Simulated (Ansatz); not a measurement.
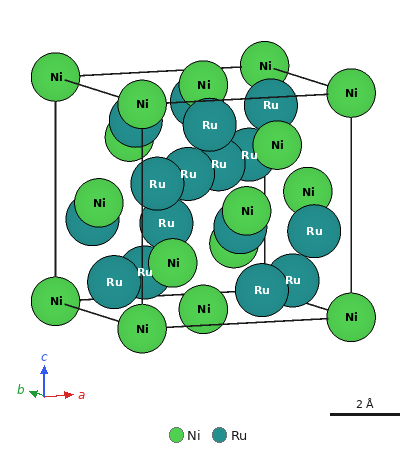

A crystal of NiRu2 (built on the cubic Laves (C15)_227 type) (coarse preliminary run), before the relaxation. The picture is a spheres-only view of the conventional cell (4 times the calculation's cell), seen slightly off an axis. Lengths and directions refer to the drawn axes.

Case: cubic Laves (C15) type (Fd-3m, No. 227).

Theory: Ansatz 0.2.0, DFT PBE, scalar-relativistic, plane waves, PAW.

The input:
```yaml
crystal:
  lattice:
    - [0.0, 3.3011051372, 3.3011051372]
    - [3.3011051372, 0.0, 3.3011051372]
    - [3.3011051372, 3.3011051372, 0.0]
  atoms:
    - { symbol: Ni, position: [0.0, 0.0, 0.0], spin: 0.38 }
    - { symbol: Ni, position: [0.25, 0.25, 0.25], spin: 0.38 }
    - { symbol: Ru, position: [0.625, 0.625, 0.625], spin: 0.31 }
    - { symbol: Ru, position: [0.125, 0.625, 0.625], spin: 0.31 }
    - { symbol: Ru, position: [0.625, 0.625, 0.125], spin: 0.31 }
    - { symbol: Ru, position: [0.625, 0.125, 0.625], spin: 0.31 }
basis:
  ecutwfc: 420
kpoints:
  mp_grid: { grid: [4, 4, 4] }
hamiltonian:
  xc: pbe
scf:
  occupations: { method: gaussian, width: 0.1 }
  lower_state_search: "off"
output:
  forces: true
  stress: true
  eigenvalues: true
  populations: true
magnetization:
  spin_polarized: true
relax:
  adjacent_minimum: "off"
  f_tol: 0.04
  max_steps: 70
  cell: { stress_tol: 0.4 }
```

Run as
```bash
ansatz run input.yaml --threads 1 --pin off --max-ram 2560MiB --backend cpu --events-out ev --progress --plain --runs-dir out
```

Question: What does the optimiser find from here?

Answer: The atoms keep their places relative to the cell (all moves are under 0.005 Å). The volume changes by +21.8 %, with a = b = c 6.602 → 7.051 Å (+6.8 %). Some distances before and after: Ni1–Ni2 2.859 → 3.053 Å, Ni1–Ru3 2.737 → 2.923 Å, Ru3–Ru4 2.334 → 2.493 Å. The space group stays Fd-3m (No. 227). The energy falls by 435 meV per atom in 4 accepted moves (6 points after the start). All forces vanish by symmetry, so only the cell relaxes. The pressure goes from 63.74 to 0.03 GPa. At 2 points the geometry stayed and the basis and grid were re-selected for the new cell (energy shift of 2.7 meV per atom at most each time).

The structure at the end:

```
Ni Ru
1.0
     0.00000    3.52554    3.52554
     3.52554    0.00000    3.52554
     3.52554    3.52554    0.00000
Ni Ru
2 4
Direct
  0.00000 0.00000 0.00000
  0.25000 0.25000 0.25000
  0.62500 0.62500 0.62500
  0.12500 0.62500 0.62500
  0.62500 0.62500 0.12500
  0.62500 0.12500 0.62500
```

The end point in the same view:

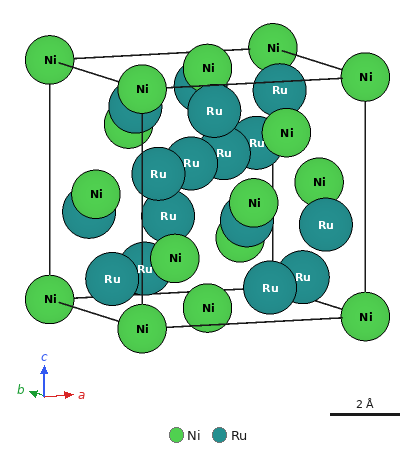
